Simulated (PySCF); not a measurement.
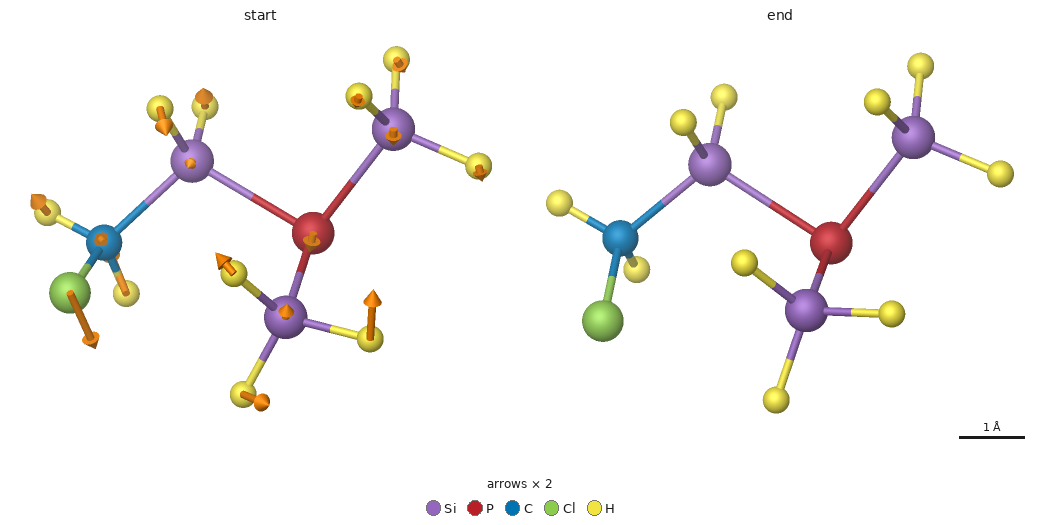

The structure of CH10ClPSi3 before (left) and after (right) a relaxation, at one scale. The orange arrows give the displacements, magnified 2 times.

A ball-and-stick model, seen at a tilt.

The start comes from GFN2-xTB.

Computed with PySCF 2.14.0, density-fitted response routines, PBE0-D3(BJ)/def2-SVP geometry optimisation, gas phase. 

Question: What changed between the two?

Answer: After 10 geometry steps the energy has fallen by 0.159 eV. Largest force component: 0.65 eV/Å at the start, 0.0044 eV/Å at the end. The atom that moves furthest after the best rigid fit is the Cl atom (0.62 Å). By element the largest moves are Cl 0.62 Å, H 0.57 Å, P 0.19 Å, Si 0.16 Å, C 0.14 Å. Some distances before and after: P–Si 2.215 → 2.252 Å, H–Si 1.464 → 1.497 Å, P–Si 2.239 → 2.268 Å, C–Si 1.910 → 1.894 Å. Bond angles that change, for instance: Si–P–Si 102.6° → 95.1°, Si–P–Si 104.8° → 100.1°, Si–P–Si 99.8° → 96.3°.
